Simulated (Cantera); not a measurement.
Charge: 1 mol Si₃N₄, 0.0025 mol O₂, 510 mol H₂, held at 3.60 bar.

Cantera equilibrium calculation (NASA polynomials, part measured and part estimated; ideal gas, pure solids and liquids). Candidate condensed phases: H₂O, Si, SiO₂, Si₂N₂O, Si₃N₄; 35 gas species. Mutual solubility and eutectic melting of coexisting phases are not modelled. Gases not in the tables: Si₂H₆ and higher silanes. Kinetics and transport are ignored.

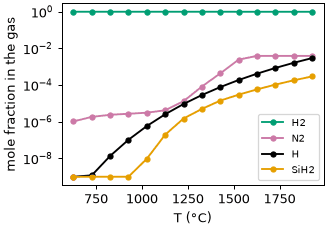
Figure. Equilibrium gas composition (values under 1e-9 drawn at 1e-9)

From 627 °C to 1127 °C the condensed part is Si₂N₂O(s) + Si₃N₄(s). From 1227 °C to 1327 °C the condensed part is Si(s) + Si₂N₂O(s) + Si₃N₄(s). From 1427 °C to 1527 °C the condensed part is Si(l) + Si₃N₄(s). From 1627 °C to 1927 °C the condensed part is Si(l).
